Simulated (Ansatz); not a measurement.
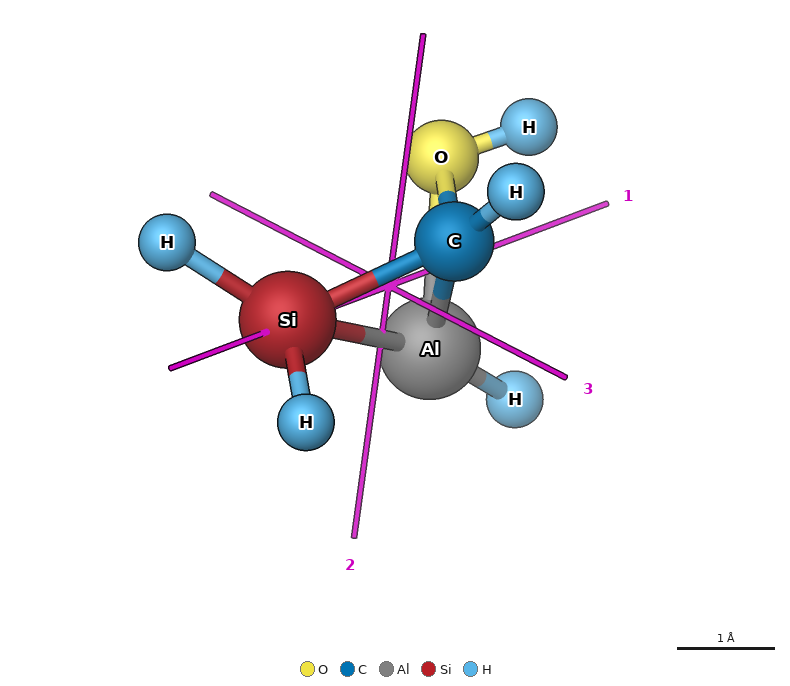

The three principal axes of inertia are drawn and numbered. Atoms fade into the background with distance from the viewer. The geometry was computed by an optimisation with PBE-D4/def2-SVP. No frequency run is at hand to confirm it as a minimum. Masses are those of the most abundant isotopes; constants are for the rigid equilibrium geometry.

### Which line is the a axis (least moment of inertia), which b and which c?

a is line 1, b is line 2, c is line 3; the moments are 69.8, 124, 165 u Å².

### What kind of rotor is it, and what are its rotational constants in MHz?

An asymmetric top (C1): A = 7241, B = 4089, C = 3064 MHz. Ray's parameter κ is −0.51, nearer the prolate limit.
